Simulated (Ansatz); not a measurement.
# A workflow on SiH3F (SMILES F[SiH3])

Wanted: a series of 38 runs (HF/STO-3G, UHF/STO-3G, HF/3-21G, UHF/3-21G, HF/6-31G*, UHF/6-31G*, B3LYP/6-31G*, UB3LYP/6-31G*, and more) of FH3Si. 

The results are computed with Ansatz 0.2.0.

## (1) The system as given

SiH3F: 5 atoms, total charge 0, spin state singlet. As SMILES, `F[SiH3]`. The shape is that of a PBE0-D4/def2-TZVP optimisation. The run starts from this shape.

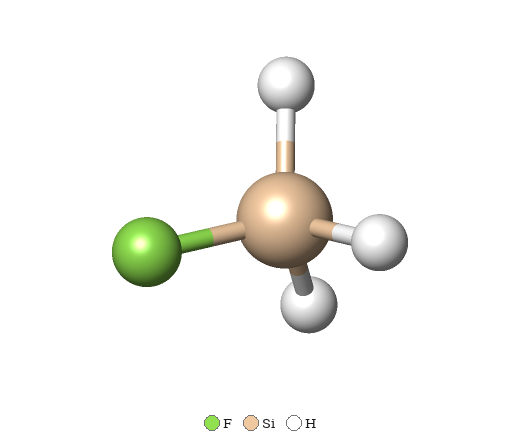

Viewed from a chosen angle; fluorine green, silicon light orange, hydrogen white.

## (2) A geometry optimisation at HF/STO-3G (run 1)

File run.yaml:

```yaml
crystal:
  periodic: [false, false, false]
  atoms:
    - {symbol: F, position_ang: [-1.274600, 0.162800, 0.858000]}
    - {symbol: Si, position_ang: [0.043300, -0.019300, -0.030700]}
    - {symbol: H, position_ang: [-0.367800, -0.192600, -1.443700]}
    - {symbol: H, position_ang: [0.768600, -1.217900, 0.451600]}
    - {symbol: H, position_ang: [0.880500, 1.193400, 0.123400]}
basis:
  gaussian:
    orbitals: STO-3G
relax:
  f_tol: 0.002
hamiltonian:
  xc: hf
output: {orbitals: {seedname: orbitals}}
```

The run is started by

```
$ ansatz run run.yaml --threads 1 --pin off --max-ram 3480MiB --events-out events.jsonl --progress --plain --runs-dir runs
```

Output (excerpt; [...] marks lines left out):

```text
Warning: RAYON_NUM_THREADS=1 ignored (pool sized by the plan → 1); use --threads N
[...]
Functional definition: HF
  name "HF"
[...]
224 factors; integrals over basis functions are off by at most 6.7e-6 eV
[...]
mean field -10486.87293053 eV, -385.3854719392 hartree, gradient 1.3e-5 eV, S^2 0.000000; 0 other end points of the search recorded, 0 dependent functions left out
[...]
reference -10486.87293053 eV, -385.3854719392 hartree; 13, 13 occupied and 4, 4 virtual orbitals, 224 factors
relax step   1: F+E_penalty+E_count = -10486.87293053 eV  Δ(F+E_penalty+E_count) = +0.000e0 eV  max|allowed force component| = 1.743e0 eV/Å  Δτ_max = 0.0000 Å  (23 SCF iters, accepted)
[...]
relax step   4: F+E_penalty+E_count = -10487.03329974 eV  Δ(F+E_penalty+E_count) = -5.720e-4 eV  max|allowed force component| = 8.135e-3 eV/Å  Δτ_max = 0.0036 Å  (18 SCF iters, accepted)
[...]
relax step   5: F+E_penalty+E_count = -10487.03330387 eV  Δ(F+E_penalty+E_count) = -4.130e-6 eV  max|allowed force component| = 1.409e-3 eV/Å  Δτ_max = 0.0006 Å  (19 SCF iters, accepted)
224 factors; integrals over basis functions are off by at most 7.4e-6 eV
[...]
mean field -10487.03330387 eV, -385.3913655508 hartree, gradient 7.4e-5 eV, S^2 0.000000; 1 other end points of the search recorded, 0 dependent functions left out
[...]
reference -10487.03330387 eV, -385.3913655508 hartree; 13, 13 occupied and 4, 4 virtual orbitals, 224 factors
Total energy: -10487.03330387 eV, -385.3913655508 hartree
Atom 0 at    -1.292468     0.165272     0.870047 Å, force    -0.000360     0.000036     0.000241 eV/Å
Atom 1 at     0.044960    -0.019554    -0.031855 Å, force    -0.001409     0.000263     0.000957 eV/Å
Atom 2 at    -0.326416    -0.187875    -1.395077 Å, force     0.000528    -0.000135    -0.000484 eV/Å
Atom 3 at     0.758553    -1.166827     0.414434 Å, force     0.000604    -0.000184    -0.000363 eV/Å
Atom 4 at     0.865372     1.135384     0.101051 Å, force     0.000637     0.000021    -0.000351 eV/Å
Dipole moment:     0.174873    -0.024172    -0.117927 e Å
```

Wall time 1.5 s (1 thread of Intel Xeon Platinum 8259CL at 2.50GHz (Skylake/Cascade Lake), shared host); peak memory 0.1 GiB.

The path in brief:

```
step  energy from the first frame kept (eV)  largest force (eV/Å)
   1                                 0.0000                2.1174
   2                                -0.1563                0.4712
   3                                -0.1598                0.2150
   4                                -0.1604                0.0099
   5                                -0.1604                0.0017
```

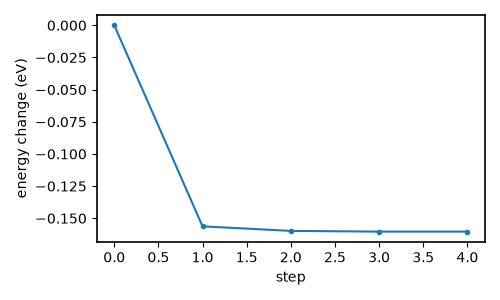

Energy along the run.

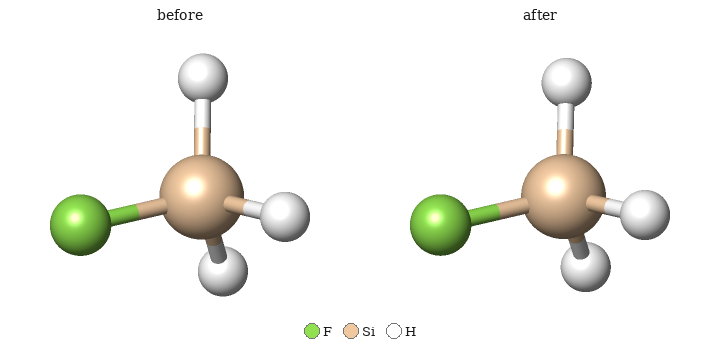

Before and after, at one scale.

After the run. Bond lengths: F1–Si2 1.624 Å, Si2–H3 1.423 Å, Si2–H4 1.423 Å, Si2–H5 1.423 Å. Angles: F1–Si2–H3 109.3°, F1–Si2–H4 109.3°, F1–Si2–H5 109.3°, H3–Si2–H4 109.6°, H3–Si2–H5 109.6°, H4–Si2–H5 109.6°.

## (3) Vibrational wavenumbers at HF/STO-3G (run 2)

File in.yaml:

```yaml
basis:
  gaussian:
    orbitals: STO-3G
crystal:
  periodic: [false, false, false]
  atoms:
    - {symbol: F, position_ang: [-1.292468, 0.165272, 0.870047]}
    - {symbol: Si, position_ang: [0.044960, -0.019554, -0.031855]}
    - {symbol: H, position_ang: [-0.326416, -0.187875, -1.395077]}
    - {symbol: H, position_ang: [0.758553, -1.166827, 0.414434]}
    - {symbol: H, position_ang: [0.865372, 1.135384, 0.101051]}
magnetization:
  spin_polarized: false
hamiltonian:
  xc: hf
phonons:
  temperatures:
    t_min: 298.15
    t_max: 298.15
    t_step: 1
```

The run is started by

```
$ ansatz run in.yaml --threads 1 --pin off --max-ram 3480MiB --events-out events.jsonl --progress --plain --runs-dir runs
```

Output (excerpt; [...] marks lines left out):

```text
Warning: RAYON_NUM_THREADS=1 ignored (pool sized by the plan → 1); use --threads N
[... 2 set-up lines as earlier in the session ...]
[...]
227 factors; integrals over basis functions are off by at most 6.0e-6 eV
[...]
mean field -10487.03331814 eV, -385.3913660753 hartree, gradient 1.2e-5 eV, S^2 0.000000; 0 other end points of the search recorded, 0 dependent functions left out
[...]
reference -10487.03331814 eV, -385.3913660753 hartree; 13, 13 occupied and 4, 4 virtual orbitals, 227 factors
[...]
227 factors; integrals over basis functions are off by at most 6.0e-6 eV
[...]
mean field -10487.03322927 eV, -385.3913628091 hartree, gradient 2.2e-7 eV, S^2 0.000000; 0 other end points of the search recorded, 0 dependent functions left out
[...]
reference -10487.03322927 eV, -385.3913628091 hartree; 13, 13 occupied and 4, 4 virtual orbitals, 227 factors
[...]
227 factors; integrals over basis functions are off by at most 6.0e-6 eV
[...]
227 factors; integrals over basis functions are off by at most 6.0e-6 eV
mean field -10487.03330776 eV, -385.3913656938 hartree, gradient 2.2e-7 eV, S^2 0.000000; 0 other end points of the search recorded, 0 dependent functions left out
[...]
reference -10487.03330776 eV, -385.3913656938 hartree; 13, 13 occupied and 4, 4 virtual orbitals, 227 factors
Total energy: -10487.03331814 eV, -385.3913660753 hartree
Atom 0 at    -1.292468     0.165272     0.870047 Å, force    -0.000350     0.000037     0.000237 eV/Å
Atom 1 at     0.044960    -0.019554    -0.031855 Å, force    -0.001420     0.000239     0.000919 eV/Å
Atom 2 at    -0.326416    -0.187875    -1.395077 Å, force     0.000540    -0.000128    -0.000439 eV/Å
Atom 3 at     0.758553    -1.166827     0.414434 Å, force     0.000595    -0.000163    -0.000368 eV/Å
Atom 4 at     0.865372     1.135384     0.101051 Å, force     0.000635     0.000016    -0.000348 eV/Å
Dipole moment:     0.174874    -0.024171    -0.117927 e Å
Vibrations: 853.81 853.82 958.12 1225.69 1225.70 1232.04 2863.21 2910.52 2910.52 cm⁻¹, zero-point energy 0.931953 eV
```

Run time: 5.1 s. Hardware: 1 thread of Intel Xeon Platinum 8259CL at 2.50GHz (Skylake/Cascade Lake), shared host; peak memory 0.085 GiB.

Runs 3 to 30 aren't shown in full; the table further down has their settings and results.

## (4) The doublet cation: a single-point energy at U-r2SCAN/def2-TZVP (run 31)

File molecule.yaml:

```yaml
crystal:
  periodic: [false, false, false]
  atoms:
    - {symbol: F, position_ang: [-1.275460, 0.162923, 0.858584]}
    - {symbol: Si, position_ang: [0.043015, -0.019285, -0.030546]}
    - {symbol: H, position_ang: [-0.366514, -0.192489, -1.442629]}
    - {symbol: H, position_ang: [0.768600, -1.216692, 0.450529]}
    - {symbol: H, position_ang: [0.880359, 1.191943, 0.122662]}
basis:
  gaussian:
    orbitals: def2-TZVP
total_charge: 1
magnetization:
  spin_polarized: true
  initial_magnetization: 1
hamiltonian:
  xc: {name: r2SCAN}
```

The run is started by

```
$ ansatz run molecule.yaml --threads 1 --pin off --max-ram 3480MiB --events-out events.jsonl --progress --plain --runs-dir runs
```

Output:

```text
Warning: RAYON_NUM_THREADS=1 ignored (pool sized by the plan → 1); use --threads N
Functional definition: r2SCAN
  name "r2SCAN"
  parameter k0 = 0.174
  parameter k1 = 0.065
  parameter a1 = 4.9479
  exchange = r2scan_x(k0 = k0, k1 = k1, a1 = a1)
  correlation = r2scan_c
540 factors; their error is unknown
mean field evaluation 1: about -10620.6941 eV, gradient 6.2e1 eV
mean field evaluation 2: about -10473.7241 eV, gradient 1.8e2 eV
mean field evaluation 4: about -10629.6704 eV, gradient 1.9e1 eV
mean field evaluation 8: about -10631.7430 eV, gradient 5.3e0 eV
mean field evaluation 16: about -10632.0239 eV, gradient 2.8e-1 eV
mean field evaluation 32: about -10631.7037 eV, gradient 5.3e0 eV
mean field -10632.01797784 eV, -390.7194540449 hartree, gradient 3.4e-6 eV, S^2 0.760239; 6 other end points of the search recorded, 0 dependent functions left out
reference -10632.01798917 eV, -390.7194544615 hartree; 13, 12 occupied and 73, 74 virtual orbitals, 540 factors
Total energy: -10632.01798917 eV, -390.7194544615 hartree
```

Wall time 11 s (1 thread of Intel Xeon Platinum 8259CL at 2.50GHz (Skylake/Cascade Lake), shared host); peak memory 0.17 GiB.

Runs 32 to 37 aren't shown in full; the table further down has their settings and results.

## (5) The doublet cation: a geometry optimisation at UB3LYP-D4/def2-TZVP (run 38)

File input.yaml:

```yaml
crystal:
  periodic: [false, false, false]
  atoms:
    - symbol: F
      position_ang: [-1.277378, 0.163187, 0.859874]
    - symbol: Si
      position_ang: [0.045580, -0.019636, -0.032274]
    - symbol: H
      position_ang: [-0.365517, -0.192280, -1.440718]
    - symbol: H
      position_ang: [0.767862, -1.214912, 0.449538]
    - symbol: H
      position_ang: [0.879453, 1.190040, 0.122179]
basis:
  gaussian:
    orbitals: def2-TZVP
total_charge: 1
magnetization:
  spin_polarized: true
  initial_magnetization: 1
hamiltonian:
  xc: {name: B3LYP}
  dispersion: d4
relax: {}
```

The run is started by

```
$ ansatz run input.yaml --threads 1 --pin off --max-ram 3480MiB --events-out events.jsonl --progress --plain --runs-dir runs
```

Output (excerpt; [...] marks lines left out):

```text
Warning: RAYON_NUM_THREADS=1 ignored (pool sized by the plan → 1); use --threads N
[...]
Functional definition: B3LYP
  name "B3LYP"
[...]
549 factors; their error is unknown
[...]
mean field -10634.48535345 eV, -390.8101284260 hartree, gradient 1.5e-6 eV, S^2 0.757961; 5 other end points of the search recorded, 0 dependent functions left out
[...]
reference -10634.48555072 eV, -390.8101356759 hartree; 13, 12 occupied and 73, 74 virtual orbitals, 549 factors
WARN: the results are in doubt because the forces break the atoms' symmetry
relax step   1: F+E_penalty+E_count = -10634.53727745 eV  Δ(F+E_penalty+E_count) = +0.000e0 eV  max|allowed force component| = 3.849e0 eV/Å  Δτ_max = 0.0000 Å  (181 SCF iters, accepted)
[...]
relax step   3: F+E_penalty+E_count = -10635.15080340 eV  Δ(F+E_penalty+E_count) = -1.699e-1 eV  max|allowed force component| = 9.940e-1 eV/Å  Δτ_max = 0.1155 Å  (31 SCF iters, accepted)
[...]
relax step   9: F+E_penalty+E_count = -10635.26524769 eV  Δ(F+E_penalty+E_count) = -5.109e-6 eV  max|allowed force component| = 1.246e-3 eV/Å  Δτ_max = 0.0008 Å  (21 SCF iters, accepted)
549 factors; their error is unknown
[...]
mean field -10635.20019684 eV, -390.8363984364 hartree, gradient 3.1e-5 eV, S^2 0.752941; 1 other end points of the search recorded, 0 dependent functions left out
[...]
reference -10635.20039682 eV, -390.8364057855 hartree; 13, 12 occupied and 73, 74 virtual orbitals, 549 factors
Total energy: -10635.26544767 eV, -390.8387963599 hartree
Atom 0 at    -1.302563     0.163706     0.854927 Å, force     0.000450    -0.000141    -0.000885 eV/Å
Atom 1 at     0.125783     0.016993     0.263793 Å, force     0.001246     0.000053     0.000868 eV/Å
Atom 2 at    -0.324944    -0.208148    -1.542391 Å, force     0.000034     0.000115     0.000861 eV/Å
Atom 3 at     0.715351    -1.326705     0.368497 Å, force    -0.000845     0.000460    -0.000487 eV/Å
Atom 4 at     0.836372     1.280554     0.013772 Å, force    -0.000885    -0.000487    -0.000357 eV/Å
Dipole moment:     0.627519    -0.104210    -0.551433 e Å
```

Wall time 35 s (1 thread of Intel Xeon Platinum 8259CL at 2.50GHz (Skylake/Cascade Lake), shared host); peak memory 0.2 GiB.

Step by step:

```
step  energy from the first frame kept (eV)  largest force (eV/Å)
   1                                 0.0000                3.8840
   2                                -0.4436                2.6087
   3                                -0.6135                1.2443
   4                                -0.7165                0.3807
   5                                -0.7149                0.3840
   6                                -0.7259                0.0862
   7                                -0.7277                0.0375
   8                                -0.7280                0.0142
   9                                -0.7280                0.0015
```

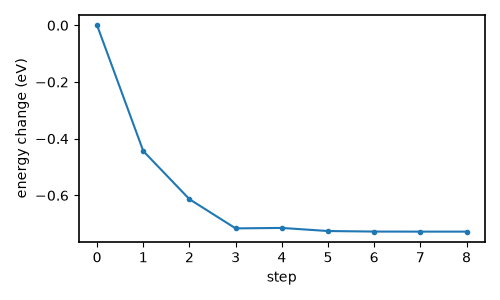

Energy along the run.

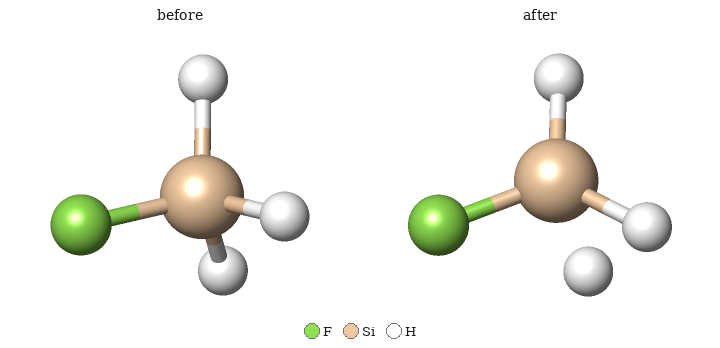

Before and after, at one scale.

After the run. Bond lengths: F1–Si2 1.553 Å, Si2–H4 1.471 Å, Si2–H5 1.471 Å. Angles: F1–Si2–H4 115.3°, F1–Si2–H5 115.3°, H4–Si2–H5 127.1°. A long bond or contact: Si2–H3 1.875 Å.

## (6) All runs side by side

```csv
run,level,task,walk f tol,partner,energy (Eh),dipole moment (D),wall time
1,HF/STO-3G,optimise,0.002,base,-385.391366,1.02,1.5 s
2,HF/STO-3G,frequencies,–,base,-385.391366,1.02,5.1 s
3,UHF/STO-3G,energy,–,cation,-385.084724,–,0.56 s
4,UHF/STO-3G,optimise,–,cation,-385.126389,–,5.7 s
5,HF/3-21G,optimise,0.002,base,-388.074057,1.87,1.6 s
6,HF/3-21G,frequencies,–,base,-388.074057,1.87,3.3 s
7,UHF/3-21G,energy,–,cation,-387.614668,–,1.2 s
8,UHF/3-21G,optimise,–,cation,-387.675679,–,3.9 s
9,HF/6-31G* (Cartesian functions),optimise,0.002,base,-390.148399,1.47,3.3 s
10,HF/6-31G* (Cartesian functions),frequencies,–,base,-390.148399,1.47,13 s
11,UHF/6-31G* (Cartesian functions),energy,–,cation,-389.693210,–,1.7 s
12,UHF/6-31G* (Cartesian functions),optimise,–,cation,-389.745387,–,8.1 s
13,B3LYP/6-31G* (Cartesian functions),optimise,0.002,base,-391.180549,1.26,5.7 s
14,B3LYP/6-31G* (Cartesian functions),frequencies,–,base,-391.180549,1.26,23 s
15,UB3LYP/6-31G* (Cartesian functions),energy,–,cation,-390.725901,–,6.9 s
16,UB3LYP/6-31G* (Cartesian functions),optimise,–,cation,-390.752169,–,42 s
17,PBE/def2-SVP,optimise,0.002,base,-390.748147,1.28,4.2 s
18,PBE/def2-SVP,frequencies,–,base,-390.748147,1.28,16 s
19,UPBE/def2-SVP,energy,–,cation,-390.308768,–,4.2 s
20,UPBE/def2-SVP,optimise,–,cation,-390.330748,–,37 s
21,MP2/6-31G* (Cartesian functions),optimise,0.002,base,-390.400246,1.38,3.9 s
22,MP2/6-31G* (Cartesian functions),frequencies,–,base,-390.400246,1.38,10 s
23,UMP2/6-31G* (Cartesian functions),energy,–,cation,-389.942368,–,2.1 s
24,UMP2/6-31G* (Cartesian functions),optimise,–,cation,-389.984828,–,14 s
25,wB97M-V/def2-TZVPD,optimise,0.002,base,-391.186841,1.32,35 s
26,wB97M-V/def2-TZVPD,frequencies,–,base,-391.186841,1.32,2 min
27,wB97X-V/def2-TZVP,optimise,0.002,base,-391.161801,1.30,20 s
28,wB97X-V/def2-TZVP,frequencies,–,base,-391.161801,1.30,94 s
29,r2SCAN/def2-TZVP,optimise,0.002,base,-391.170714,1.20,11 s
30,r2SCAN/def2-TZVP,frequencies,–,base,-391.170714,1.20,43 s
31,U-r2SCAN/def2-TZVP,energy,–,cation,-390.719454,–,11 s
32,U-r2SCAN/def2-TZVP,optimise,–,cation,-390.747941,–,93 s
33,BLYP/cc-pVTZ,optimise,0.002,base,-391.219249,1.26,10 s
34,BLYP/cc-pVTZ,frequencies,–,base,-391.219249,1.26,21 s
35,B3LYP-D4/def2-TZVP,optimise,0.002,base,-391.272690,1.31,13 s
36,B3LYP-D4/def2-TZVP,frequencies,–,base,-391.272690,1.31,21 s
37,UB3LYP-D4/def2-TZVP,energy,–,cation,-390.812044,–,12 s
38,UB3LYP-D4/def2-TZVP,optimise,–,cation,-390.838796,–,35 s
```

## (7) Summary of results

| quantity | value |
| --- | --- |
| doublet cation, run 38: total energy at the end | -390.83880 Eh |
| doublet cation, run 38: dispersion energy | -6.28 kJ/mol |
| doublet cation, run 38: ⟨S²⟩ | 0.753 |
| vertical ionisation energy (to the doublet cation), HF/STO-3G | 8.344 eV |
| vertical ionisation energy (to the doublet cation), HF/6-31G* | 12.386 eV |
| vertical ionisation energy (to the doublet cation), B3LYP-D4/def2-TZVP | 12.535 eV |
| adiabatic ionisation energy (to the doublet cation, no zero-point term), HF/STO-3G | 7.210 eV |
| adiabatic ionisation energy (to the doublet cation, no zero-point term), HF/3-21G | 10.840 eV |
| adiabatic ionisation energy (to the doublet cation, no zero-point term), HF/6-31G* | 10.967 eV |
| adiabatic ionisation energy (to the doublet cation, no zero-point term), B3LYP/6-31G* | 11.657 eV |
| adiabatic ionisation energy (to the doublet cation, no zero-point term), r2SCAN/def2-TZVP | 11.504 eV |

What this shows: At HF/STO-3G: removing an electron at fixed nuclei costs 8.34 eV (192 kcal/mol). In a minimal basis such a difference can be off by several eV, whatever the method. At HF/6-31G*: the vertical ionisation energy comes to 12.39 eV (1195 kJ/mol). At B3LYP-D4/def2-TZVP: removing an electron at fixed nuclei costs 12.53 eV (289 kcal/mol). At HF/STO-3G: the adiabatic ionisation energy (to the doublet cation, no zero-point term) is 7.21 eV (696 kJ/mol). At HF/3-21G: the adiabatic ionisation energy (to the doublet cation, no zero-point term) is 10.84 eV (1046 kJ/mol). Totals of different functionals can't be ranked against each other. In runs 1, 2, 3, 4 the basis is minimal, so the values are rough. All runs together took 13 min, the longest 2 min.
